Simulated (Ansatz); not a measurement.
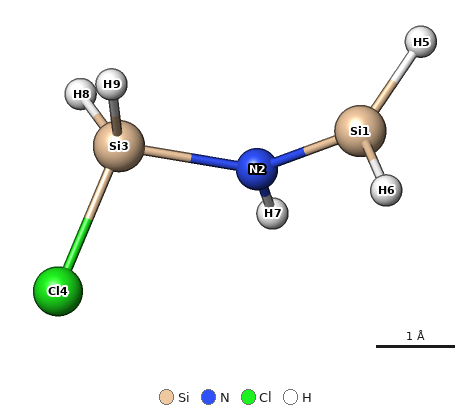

The structure (ball-and-stick view, seen at a tilt; atoms are numbered from 1 in the order of the input). Bond lengths as drawn: Cl–Si 2.04 Å, H–N 1.03 Å, H–Si 1.47 to 1.48 Å and N–Si 1.66 to 1.83 Å.

# Two runs on Si2NH5Cl

System: Si2NH5Cl, charge +1, SMILES [SiH2+]N[SiH2]Cl.
Method of run 1: RKS r2SCAN-D4/def2-SVP (Ansatz 0.2.0).

Text and figures count atoms from 1; the logs count them from 0 in places.

Input, run 1:
```yaml
crystal:
  periodic: [false, false, false]
  atoms:
    - { symbol: Si, position_ang: [-0.706997, 0.985126, -1.205761] }
    - { symbol: "N", position_ang: [-0.215656, -0.418156, -0.469175] }
    - { symbol: Si, position_ang: [1.248514, -1.472021, -0.74699] }
    - { symbol: Cl, position_ang: [0.462061, -3.286342, -1.263294] }
    - { symbol: H, position_ang: [-0.455971, 2.274935, -0.546334] }
    - { symbol: H, position_ang: [-1.382821, 0.854213, -2.50929] }
    - { symbol: H, position_ang: [-0.836312, -0.762941, 0.274361] }
    - { symbol: H, position_ang: [1.967544, -1.522469, 0.54271] }
    - { symbol: H, position_ang: [1.995119, -0.850641, -1.860255] }
total_charge: 1
basis:
  gaussian: { orbitals: def2-SVP }
hamiltonian:
  xc: r2scan
  dispersion: d4
output:
  forces: true
```

Command:
```bash
ansatz run input.yaml --threads 1 --pin off --max-ram 2560MiB --backend cpu --events-out ev --progress --plain --runs-dir out
```

Hardware: 1 thread of Arm Neoverse V1, 24 GiB of memory available, shared host.

Output (run 1):
```
Engine: ansatz 0.2.0, aarch64-unknown-linux-gnu
Functional definition: r2SCAN
  parameter k0 = 0.174
  parameter k1 = 0.065
  parameter a1 = 4.9479
  exchange = r2scan_x(k0 = k0, k1 = k1, a1 = a1)
  correlation = r2scan_c
1049 factors; their error is unknown
mean field evaluation 1: about -29817.8520 eV, gradient 7.5e1 eV
mean field evaluation 2: about -29762.3398 eV, gradient 1.3e2 eV
mean field evaluation 4: about -29829.3804 eV, gradient 1.1e1 eV
mean field evaluation 8: about -29829.6874 eV, gradient 1.3e-1 eV
mean field evaluation 16: about -29829.6035 eV, gradient 7.6e-5 eV
mean field -29829.60347059 eV, -1096.2177083126 hartree, gradient 1.3e-5 eV, S^2 0.000000; 0 other end points of the search recorded, 0 dependent functions left out
the calculation of the forces begins
reference -29829.60348051 eV, -1096.2177086771 hartree; 28, 28 occupied and 65, 65 virtual orbitals, 1049 factors
Total energy: -29829.65272496 eV, -1096.2195183773 hartree
Atom 0 at    -0.706997     0.985126    -1.205761 Å, force     0.022060    -0.417128    -0.011056 eV/Å
Atom 1 at    -0.215656    -0.418156    -0.469175 Å, force     0.225234    -0.041811    -0.006437 eV/Å
Atom 2 at     1.248514    -1.472021    -0.746990 Å, force    -0.667626    -0.343126     0.039925 eV/Å
Atom 3 at     0.462061    -3.286342    -1.263294 Å, force     0.222378     0.031146     0.024602 eV/Å
Atom 4 at    -0.455971     2.274935    -0.546334 Å, force    -0.211322     0.282286    -0.047411 eV/Å
Atom 5 at    -1.382821     0.854213    -2.509290 Å, force     0.122257     0.349171    -0.218965 eV/Å
Atom 6 at    -0.836312    -0.762941     0.274361 Å, force     0.288720    -0.003284     0.279659 eV/Å
Atom 7 at     1.967544    -1.522469     0.542710 Å, force     0.026920    -0.013215    -0.023399 eV/Å
Atom 8 at     1.995119    -0.850641    -1.860255 Å, force    -0.028621     0.155962    -0.036919 eV/Å
Dipole moment:    -0.580433     1.671429     0.070197 e Å
```

The input of run 2 differs as follows (lines with − go, lines with + come):
```diff
-    - { symbol: Si, position_ang: [1.248514, -1.472021, -0.74699] }
-    - { symbol: Cl, position_ang: [0.462061, -3.286342, -1.263294] }
+    - { symbol: Si, position_ang: [0.53746, -1.933875, -1.152564] }
+    - { symbol: Cl, position_ang: [0.185132, -3.350319, 0.277958] }
-    - { symbol: H, position_ang: [-0.836312, -0.762941, 0.274361] }
-    - { symbol: H, position_ang: [1.967544, -1.522469, 0.54271] }
-    - { symbol: H, position_ang: [1.995119, -0.850641, -1.860255] }
+    - { symbol: H, position_ang: [-0.354953, -0.450286, 0.548912] }
+    - { symbol: H, position_ang: [1.977721, -1.642348, -1.305975] }
+    - { symbol: H, position_ang: [-0.184617, -2.21912, -2.409597] }
```

Predict how the results change.

With the same method and basis, run 2 lies 12.9 kcal/mol lower. The largest force goes from 0.752 to 0.686 eV/Å.

Output (run 2):
```
Engine: ansatz 0.2.0, aarch64-unknown-linux-gnu
Functional definition: r2SCAN
  parameter k0 = 0.174
  parameter k1 = 0.065
  parameter a1 = 4.9479
  exchange = r2scan_x(k0 = k0, k1 = k1, a1 = a1)
  correlation = r2scan_c
1049 factors; their error is unknown
mean field evaluation 1: about -29818.2770 eV, gradient 7.5e1 eV
mean field evaluation 2: about -29765.8322 eV, gradient 1.4e2 eV
mean field evaluation 4: about -29829.9755 eV, gradient 1.0e1 eV
mean field evaluation 8: about -29830.1625 eV, gradient 1.7e-1 eV
mean field evaluation 16: about -29830.1626 eV, gradient 4.6e-5 eV
mean field -29830.16257350 eV, -1096.2382549655 hartree, gradient 4.6e-5 eV, S^2 0.000000; 0 other end points of the search recorded, 0 dependent functions left out
the calculation of the forces begins
reference -29830.16258347 eV, -1096.2382553320 hartree; 28, 28 occupied and 65, 65 virtual orbitals, 1049 factors
Total energy: -29830.21133042 eV, -1096.2400467496 hartree
Atom 0 at    -0.706997     0.985126    -1.205761 Å, force    -0.134980    -0.173085    -0.051804 eV/Å
Atom 1 at    -0.215656    -0.418156    -0.469175 Å, force    -0.336612     0.027748    -0.085795 eV/Å
Atom 2 at     0.537460    -1.933875    -1.152564 Å, force    -0.327263    -0.416109     0.322442 eV/Å
Atom 3 at     0.185132    -3.350319     0.277958 Å, force     0.066042     0.137133    -0.158654 eV/Å
Atom 4 at    -0.455971     2.274935    -0.546334 Å, force    -0.278602     0.101922     0.150338 eV/Å
Atom 5 at    -1.382821     0.854213    -2.509290 Å, force     0.299881     0.128533    -0.206949 eV/Å
Atom 6 at    -0.354953    -0.450286     0.548912 Å, force     0.661530     0.120254     0.134974 eV/Å
Atom 7 at     1.977721    -1.642348    -1.305975 Å, force     0.012870     0.001250    -0.007068 eV/Å
Atom 8 at    -0.184617    -2.219120    -2.409597 Å, force     0.037135     0.072354    -0.097484 eV/Å
Dipole moment:    -0.359512     1.641252    -0.423558 e Å
```

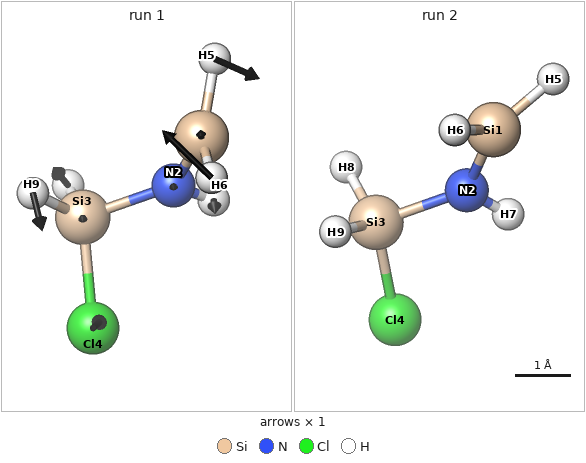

The two input geometries at one scale (ball-and-stick view, seen at a tilt). The black arrows on the first give the shifts of the atoms after the best rigid fit, at true length. H6 moves most after the best rigid fit: 1.27 Å. Largest moves by element: H 1.27 Å, Cl 0.80 Å, Si 0.18 Å, N 0.12 Å.

The two runs side by side:

```csv
quantity,run 1,run 2
outcome,converged,converged
total energy (hartree),−1096.219518,−1096.240047
largest force (eV/Å),0.752,0.686
basis functions,93,93
wall time (shared host),5.8 s,5.8 s
```
